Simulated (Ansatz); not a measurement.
# C2H3AlO (charge +1, doublet): what the fields show

The calculation's input:

```
crystal:
  periodic: [false, false, false]
  atoms:
    - symbol: C
      position_ang: [-1.480365, -1.478938, 0.769010]
    - symbol: C
      position_ang: [-1.157527, -0.127533, 1.267714]
    - symbol: Al
      position_ang: [-1.946160, 2.729564, 2.360949]
    - symbol: O
      position_ang: [-1.886282, 0.777338, 1.626860]
    - symbol: H
      position_ang: [-1.028954, -1.596383, -0.225077]
    - symbol: H
      position_ang: [-0.984189, -2.213296, 1.417296]
    - symbol: H
      position_ang: [-2.562162, -1.652741, 0.733170]
basis:
  gaussian: {orbitals: def2-TZVPD}
total_charge: 1
magnetization: {spin_polarized: true, initial_magnetization: 1}
hamiltonian: {xc: pbe0}
output: {forces: true, orbitals: {seedname: orbitals}}
```

Launched as:

```sh
ansatz run input.yaml --threads 1 --pin off --max-ram 2610MiB --events-out events.jsonl --progress --plain --runs-dir runs
```

Geometry: B3LYP/6-31G*.

The calculation used isolated molecule in a Gaussian basis; Kohn-Sham density functional theory, functional PBE0 (Ansatz).

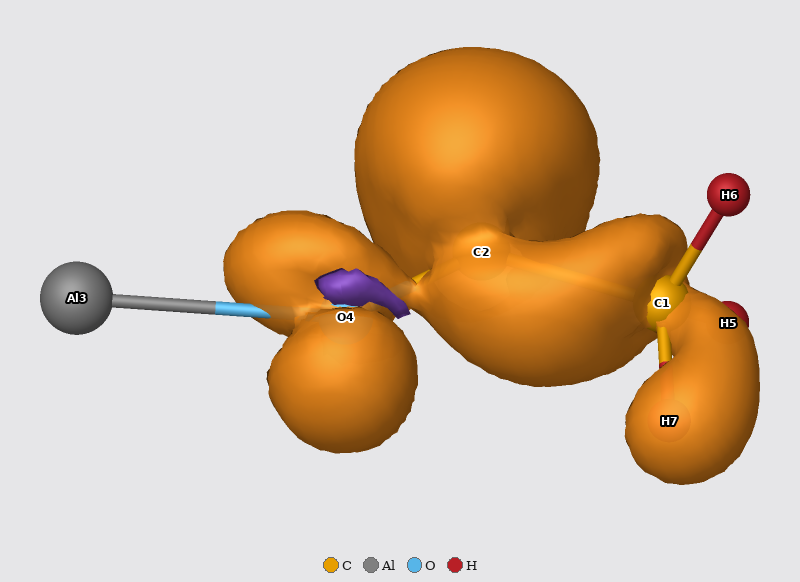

Figure 1. Isosurfaces of the spin density (α minus β) at +0.02 (orange) and −0.02 e/Å³ (purple), seen at a tilt.

Which atoms carry the spin?

The unpaired spin (1 electron) lies mostly on C2 (about 0.7), O4 (about 0.2) and C1 (about 0.1), in electrons by Hirshfeld's partition.

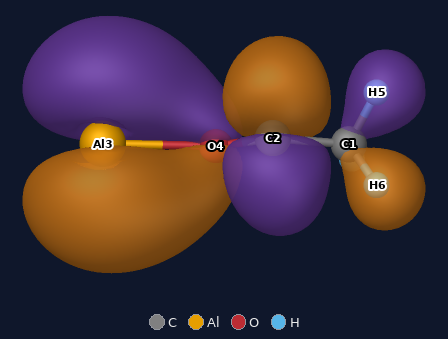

Figure 2. The LUMO (α) at ±0.06 Å⁻³ᐟ² (orange and purple are the two phases), seen from one side.

Describe this orbital and give its energy.

By Hirshfeld shares it lies mainly on Al3 (about 40 %), C2 (about 35 %) and O4 (about 15 %). Its energy is −7.17 eV.

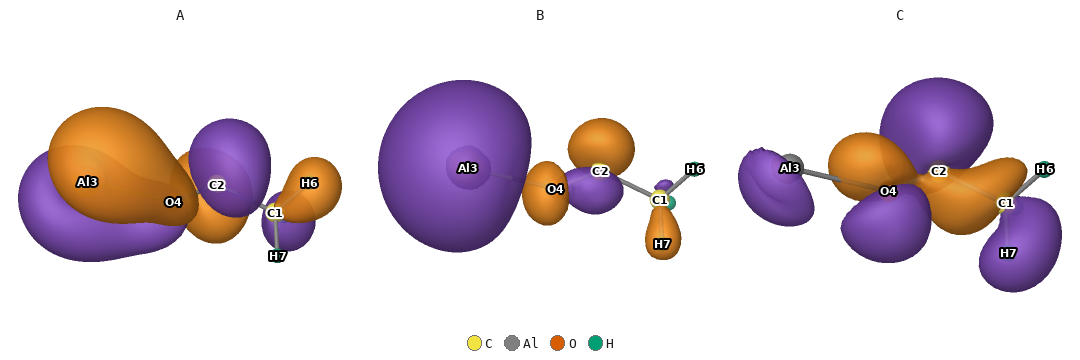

Figure 3. Three frontier orbitals at ±0.08 Å⁻³ᐟ² (orange and purple are the two phases), in no order.

Order the three orbitals by energy and name them. All are α orbitals.

B is the HOMO−1 (α) (−12.98 eV). By Hirshfeld shares it lies mainly on Al3 (about 85 %). C is the HOMO (α) (−11.85 eV). By Hirshfeld shares it lies mainly on C2 (about 50 %), O4 (about 25 %), C1 (about 10 %) and Al3 (about 10 %). A is the LUMO (α) (−7.17 eV). By Hirshfeld shares it lies mainly on Al3 (about 40 %), C2 (about 35 %) and O4 (about 15 %).

What is the gap between the highest occupied and lowest empty α orbitals?

4.68 eV between the orbital energies.
